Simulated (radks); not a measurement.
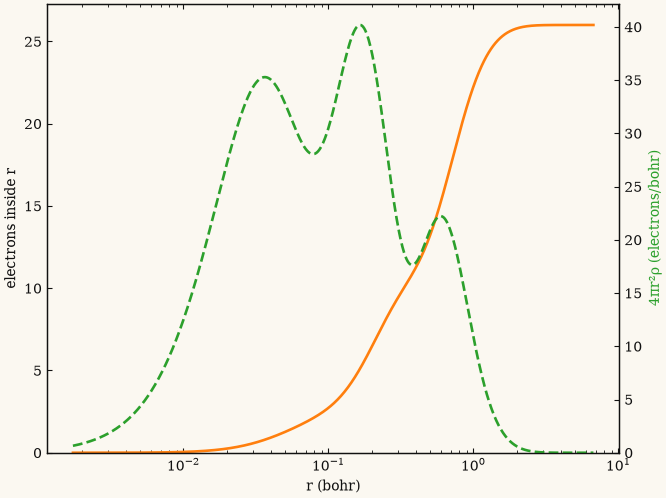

System: the copper ion Cu³⁺, configuration [Ar] 3d8 (high spin). Method: scalar-relativistic Kohn-Sham, exchange-only LDA, spin-polarised, spherical densities, point nucleus; computed with the in-house radial solver radks.

The plot shows the number of electrons inside radius r (solid) and the radial density 4πr²ρ (dashed).

Question: Read the plot.

Answer: The count levels off at 26 electrons. Half of them lie within 0.492 bohr, 90 % within 1.12 bohr and 99 % within 1.92 bohr. The radial density has minima at 0.0780 and 0.377 bohr, where the count stands at 2.1 and 10.8; these part the shells that the density resolves.
